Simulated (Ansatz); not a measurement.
# GeH₅ (doublet): from Hartree-Fock to the top rungs at distance Ge1–H5 along a hydrogen transfer = 2.183 Å, cc-pVTZ

Aim: climb from Hartree-Fock through coupled cluster and multireference methods for GeH₅ (doublet) at one geometry and basis, and see what each rung misses.

Program: Ansatz 0.2.0, Gaussian basis. Level of theory: cc-pVTZ, core rule «outside noble gas», up to 14 orbitals frozen. These are calculated values, not measurements.

Plan: UHF; CCSD(T) on ROHF; CCSD(T) on UHF; BCCD(T) on ROHF; CCSDT(Q) on ROHF; CCSDT(Q) on UHF; CASSCF and NEVPT2, 3 electrons in 3 orbitals; CASSCF and NEVPT2, 9 electrons in 9 orbitals.

### 1 The geometry

The geometry derives from fragments relaxed apart (PBE0/def2-TZVP) and kept rigid, so it is no stationary point. A hydrogen atom is moved between rigid fragments. No spin-orbit coupling is included. The filled d shell of Ge may be among the frozen orbitals whatever the setting's name suggests; the logs give the count.

6 atoms, charge 0, spin multiplicity 2.

Atoms are counted from 1 here; the program's logs count them from 0.

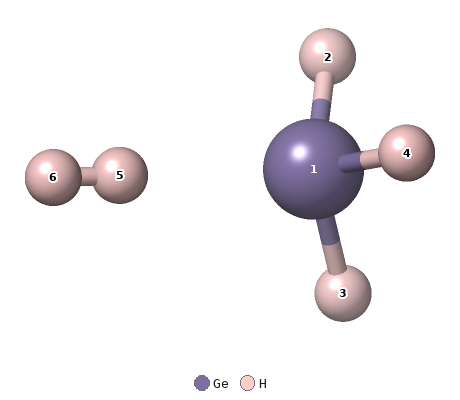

The geometry (germanium purple, hydrogen pink); atoms are numbered from 1 in the order of the file.

### 2 UHF

Input file in.yaml:

```yaml
crystal:
  periodic: [false, false, false]
  atoms:
    - {symbol: Ge, position_ang: [-0.046409, 0.000000, 0.000000]}
    - {symbol: H, position_ang: [-0.557859, 1.446599, 0.000000]}
    - {symbol: H, position_ang: [-0.557859, -0.723300, 1.252791]}
    - {symbol: H, position_ang: [-0.557859, -0.723299, -1.252792]}
    - {symbol: H, position_ang: [2.136591, 0.000000, 0.000000]}
    - {symbol: H, position_ang: [2.881591, 0.000000, 0.000000]}
basis:
  gaussian: {orbitals: cc-pVTZ}
magnetization: {spin_polarized: true, initial_magnetization: 1}
hamiltonian: {xc: hf}
output: {orbitals: {seedname: orbitals}}
```

Run with:

```bash
> ansatz run in.yaml --threads 1 --pin off --events-out ev --progress --plain --max-ram 2816MiB --backend cpu
```

Further steps of the session: CCSD(T) on ROHF; CCSD(T) on UHF; BCCD(T) on ROHF; CCSDT(Q) on ROHF; CCSDT(Q) on UHF; CASSCF and NEVPT2, 3 electrons in 3 orbitals; CASSCF and NEVPT2, 9 electrons in 9 orbitals.

**Question.** What will the summary of the whole plan be? Wanted: UCCSDT(Q) below the RHF energy; RMP2 from UCCSDT(Q); UMP2 from UCCSDT(Q); RCCSD from UCCSDT(Q); RCCSD(T) from UCCSDT(Q); UCCSD(T) from UCCSDT(Q); RCCSDT(Q) from UCCSDT(Q); NEVPT2 pair from UCCSDT(Q); NEVPT2 valence from UCCSDT(Q).

As calculated:

| quantity | value |
| --- | --- |
| UCCSDT(Q) below the RHF energy | -5.1535 eV |
| RMP2 from UCCSDT(Q) | +98.2 kJ/mol |
| UMP2 from UCCSDT(Q) | +97.7 kJ/mol |
| RCCSD from UCCSDT(Q) | +13.0 kJ/mol |
| RCCSD(T) from UCCSDT(Q) | +2.8 kJ/mol |
| UCCSD(T) from UCCSDT(Q) | +2.3 kJ/mol |
| RCCSDT(Q) from UCCSDT(Q) | +0.5 kJ/mol |
| NEVPT2 pair from UCCSDT(Q) | +97.9 kJ/mol |
| NEVPT2 valence from UCCSDT(Q) | +93.5 kJ/mol |
| levels within 1 kcal/mol (43 meV) | RCCSD(T), UCCSD(T), BCCD(T), RCCSDT, UCCSDT, RCCSDT(Q) |
| T1 diagnostic | 0.017 |
| effectively unpaired electrons | 1.02 |

**Reading.** RCCSD(T) lands +2.8 kJ/mol from the yardstick (0.6 % of the correlation energy). One determinant dominates. Of the multireference levels listed NEVPT2 valence comes nearest in total energy (+93.5 kJ/mol), which doesn't show that its space is the better one. These misses are within one basis, not against nature; the frozen cores of restricted and unrestricted runs differ, which can shift their rows.
